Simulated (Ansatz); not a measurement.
# CH9GeN3: small, medium and large basis sets

How large a basis does CH9GeN3 need? Two functionals are run in growing sets.

Computed with Ansatz 0.2.0, Gaussian basis. Level: one geometry, several basis sets.

Plan: PBE0-D4/def2-SVP; ωB97M-V/def2-SVP; PBE0-D4/def2-QZVPP; ωB97M-V/def2-QZVPP; the functionals' def2-TZVPP values are taken from earlier runs.

### Step 1. Structure used throughout

An earlier PBE0-D4 in a triple-zeta def2 set relaxation fixed the geometry.

SMILES `[CH3][Ge]([NH2])([NH2])[NH2]`, 14 atoms, charge 0, spin multiplicity 1.

Atoms are counted from 1 here; the program's logs count them from 0.

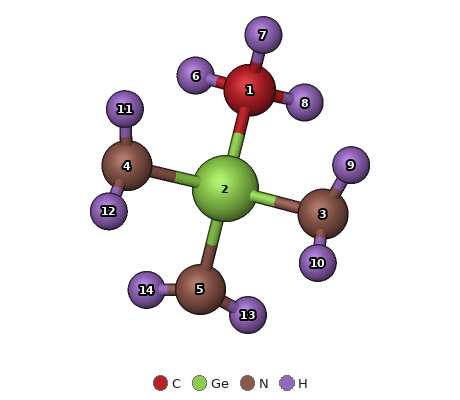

The geometry (carbon red, germanium green, nitrogen brown, hydrogen purple); atoms are numbered from 1 in the order of the file.

### Step 2. PBE0-D4 in def2-SVP

Input file in.yaml:

```yaml
crystal:
  periodic: [false, false, false]
  atoms:
    - {symbol: C, position_ang: [-1.638139, 0.709702, 0.163268]}
    - {symbol: Ge, position_ang: [0.142892, -0.046818, -0.044537]}
    - {symbol: N, position_ang: [1.197822, 0.703388, 1.263033]}
    - {symbol: N, position_ang: [-0.060977, -1.872561, -0.146656]}
    - {symbol: N, position_ang: [1.103470, 0.312556, -1.559303]}
    - {symbol: H, position_ang: [-2.286190, 0.366226, -0.643755]}
    - {symbol: H, position_ang: [-2.081007, 0.405540, 1.114329]}
    - {symbol: H, position_ang: [-1.585894, 1.798737, 0.140424]}
    - {symbol: H, position_ang: [0.816844, 0.683108, 2.198084]}
    - {symbol: H, position_ang: [2.146981, 0.357429, 1.286141]}
    - {symbol: H, position_ang: [-0.635697, -2.289866, 0.571225]}
    - {symbol: H, position_ang: [0.805370, -2.388028, -0.216527]}
    - {symbol: H, position_ang: [1.356292, 1.281764, -1.684177]}
    - {symbol: H, position_ang: [0.705132, -0.050277, -2.412848]}
basis:
  gaussian: {orbitals: def2-SVP}
hamiltonian: {xc: pbe0, dispersion: d4}
output: {orbitals: {seedname: orbitals}}
```

The run is started by

```sh
$ ansatz run in.yaml --threads 4 --pin off --events-out ev --progress --plain --max-ram 11315MiB
```

The log of the run:

```text
Functional definition: PBE0
  name "PBE0"
  cite "Adamo & Barone, J. Chem. Phys. 110, 6158 (1999) doi:10.1063/1.478522"
  cite "Perdew, Burke & Ernzerhof, Phys. Rev. Lett. 77, 3865 (1996) doi:10.1103/PhysRevLett.77.3865"
  parent pbe
  parameter a = 0.25
  parameter kappa = 0.804
  parameter beta = 0.06672455060314922
  exchange = (1 - a)*pbe_x(kappa = kappa, mu = beta*pi^2/3) + a*exact_x
  correlation = pbe_c(beta = beta)
1586 factors; their error is unknown
mean field evaluation 1: about -62132.5213 eV, gradient 8.9e1 eV
mean field evaluation 2: about -62123.2122 eV, gradient 1.1e2 eV
mean field evaluation 4: about -62148.3555 eV, gradient 3.6e0 eV
mean field evaluation 8: about -62148.3863 eV, gradient 5.1e-2 eV
mean field evaluation 16: about -62148.5155 eV, gradient 5.3e-5 eV
mean field -62148.51554901 eV, -2283.9158206494 hartree, gradient 5.3e-5 eV, S^2 0.000000; 0 other end points of the search recorded, 0 dependent functions left out
reference -62148.51557989 eV, -2283.9158217841 hartree; 34, 34 occupied and 99, 99 virtual orbitals, 1586 factors
Total energy: -62148.76520599 eV, -2283.9249953740 hartree
```

It took 1.9 s on 4 threads of Arm Neoverse V2, shared host; peak memory 0.64 GiB.

### Step 3. ωB97M-V in def2-SVP

in.yaml, as its differences from that of step 2:

```diff
@@ -19,3 +19,3 @@
   gaussian: {orbitals: def2-SVP}
-hamiltonian: {xc: pbe0, dispersion: d4}
+hamiltonian: {xc: {name: wB97M-V}}
 output: {orbitals: {seedname: orbitals}}
```

The command is unchanged.

The log of the run (excerpt; [...] marks lines left out):

```text
Functional definition: wB97M-V
  name "wB97M-V"
  cite "Mardirossian & Head-Gordon, J. Chem. Phys. 144, 214110 (2016) doi:10.1063/1.4952647"
  cite "Becke, J. Chem. Phys. 107, 8554 (1997) doi:10.1063/1.475007"
  cite "Vydrov & Van Voorhis, J. Chem. Phys. 133, 244103 (2010) doi:10.1063/1.3521275"
  # Of w^i u^j: cxij and so on, Table III.
[...]
  gx(w, u) = 1 - cx + cx01*u + cx10*w
  gss(w, u) = css00 + css04*u^4 + css10*w + css20*w^2 + css43*w^4*u^3
  gos(w, u) = cos00 + cos10*w + (cos20 + cos21*u)*w^2 + (cos60 + cos61*u)*w^6
[...]
      + integral(e_c_pw_mod_opposite_spin*gos(b97_w_opposite, b97_u_opposite)) + vv10(b, c)
1574 factors; their error is unknown
379 factors; integrals over basis functions are off by at most 7.5e-6 eV
[...]
mean field -62156.29301602 eV, -2284.2016372902 hartree, gradient 2.6e-5 eV, S^2 0.000000; 0 other end points of the search recorded, 0 dependent functions left out
reference -62156.29306166 eV, -2284.2016389675 hartree; 34, 34 occupied and 99, 99 virtual orbitals, 1574 factors
Total energy: -62156.29306166 eV, -2284.2016389675 hartree
```

It took 7.5 s on 4 threads of Arm Neoverse V2, shared host; peak memory 0.64 GiB.

### Step 4. PBE0-D4 in def2-QZVPP

in.yaml, as its differences from that of step 3:

```diff
@@ -18,4 +18,4 @@
 basis:
-  gaussian: {orbitals: def2-SVP}
-hamiltonian: {xc: {name: wB97M-V}}
+  gaussian: {orbitals: "def2-QZVPP.json"}
+hamiltonian: {xc: pbe0, dispersion: d4}
 output: {orbitals: {seedname: orbitals}}
```

Launched as before.

The log of the run:

```text
Functional definition: PBE0
  name "PBE0"
  cite "Adamo & Barone, J. Chem. Phys. 110, 6158 (1999) doi:10.1063/1.478522"
  cite "Perdew, Burke & Ernzerhof, Phys. Rev. Lett. 77, 3865 (1996) doi:10.1103/PhysRevLett.77.3865"
  parent pbe
  parameter a = 0.25
  parameter kappa = 0.804
  parameter beta = 0.06672455060314922
  exchange = (1 - a)*pbe_x(kappa = kappa, mu = beta*pi^2/3) + a*exact_x
  correlation = pbe_c(beta = beta)
1822 factors; their error is unknown
mean field evaluation 1: about -62142.8684 eV, gradient 1.1e2 eV
mean field evaluation 2: about -62123.4213 eV, gradient 1.4e2 eV
mean field evaluation 4: about -62163.9347 eV, gradient 7.1e0 eV
mean field evaluation 8: about -62164.0472 eV, gradient 1.6e-1 eV
mean field evaluation 16: about -62164.1889 eV, gradient 2.8e-4 eV
mean field -62164.18891003 eV, -2284.4918060429 hartree, gradient 7.5e-5 eV, S^2 0.000000; 0 other end points of the search recorded, 0 dependent functions left out
reference -62164.18895062 eV, -2284.4918075345 hartree; 34, 34 occupied and 553, 553 virtual orbitals, 1822 factors
Total energy: -62164.43857671 eV, -2284.5009811244 hartree
```

It took 17 s on 4 threads of Arm Neoverse V2, shared host; peak memory 2.7 GiB.

### Step 5. ωB97M-V in def2-QZVPP

in.yaml, as its differences from that of step 4:

```diff
@@ -19,3 +19,3 @@
   gaussian: {orbitals: "def2-QZVPP.json"}
-hamiltonian: {xc: pbe0, dispersion: d4}
+hamiltonian: {xc: {name: wB97M-V}}
 output: {orbitals: {seedname: orbitals}}
```

Same command.

The log of the run (excerpt; [...] marks lines left out):

```text
Functional definition: wB97M-V
  name "wB97M-V"
  cite "Mardirossian & Head-Gordon, J. Chem. Phys. 144, 214110 (2016) doi:10.1063/1.4952647"
  cite "Becke, J. Chem. Phys. 107, 8554 (1997) doi:10.1063/1.475007"
  cite "Vydrov & Van Voorhis, J. Chem. Phys. 133, 244103 (2010) doi:10.1063/1.3521275"
  # Of w^i u^j: cxij and so on, Table III.
[...]
  gx(w, u) = 1 - cx + cx01*u + cx10*w
  gss(w, u) = css00 + css04*u^4 + css10*w + css20*w^2 + css43*w^4*u^3
  gos(w, u) = cos00 + cos10*w + (cos20 + cos21*u)*w^2 + (cos60 + cos61*u)*w^6
[...]
      + integral(e_c_pw_mod_opposite_spin*gos(b97_w_opposite, b97_u_opposite)) + vv10(b, c)
1810 factors; their error is unknown
472 factors; integrals over basis functions are off by at most 5.2e-6 eV
[...]
mean field -62172.18411010 eV, -2284.7856242262 hartree, gradient 6.0e-5 eV, S^2 0.000000; 0 other end points of the search recorded, 0 dependent functions left out
reference -62172.18417487 eV, -2284.7856266063 hartree; 34, 34 occupied and 553, 553 virtual orbitals, 1810 factors
Total energy: -62172.18417487 eV, -2284.7856266063 hartree
```

It took 36 s on 4 threads of Arm Neoverse V2, shared host; peak memory 3 GiB.

### Step 6. Functionals by basis

The def2-TZVPP values come from earlier runs at the same geometry.

```
functional       basis  functions  energy (eV)  from the largest (eV)  HOMO (eV)  LUMO (eV)
   PBE0-D4    def2-SVP        133  -62148.7652                 15.673      -6.41       1.30
   PBE0-D4  def2-TZVPP        298  -62162.8492                  1.589      -6.72       0.57
   PBE0-D4  def2-QZVPP        587  -62164.4386                  0.000      -6.80       0.18
   ωB97M-V    def2-SVP        133  -62156.2931                 15.891      -8.79       2.89
   ωB97M-V  def2-TZVPP        298  -62170.6457                  1.539      -9.10       1.94
   ωB97M-V  def2-QZVPP        587  -62172.1842                  0.000      -9.17       1.35
```

### Step 7. Summary of results

```
                                       quantity           value
PBE0-D4: double and triple zeta above quadruple  15.67, 1.59 eV
ωB97M-V: double and triple zeta above quadruple  15.89, 1.54 eV
```

PBE0-D4 gains 14.08 eV from double to triple zeta, then 1.59 eV more. These are total energies; as a rule much of such shifts cancels in differences, which this series doesn't test. The LUMO of ωB97M-V is positive and keeps falling with the basis (2.89 to 1.35 eV): an unbound level that the basis holds in place.

For PBE0-D4 the largest set took about 9 times as long as the smallest (17 s against 1.9 s).
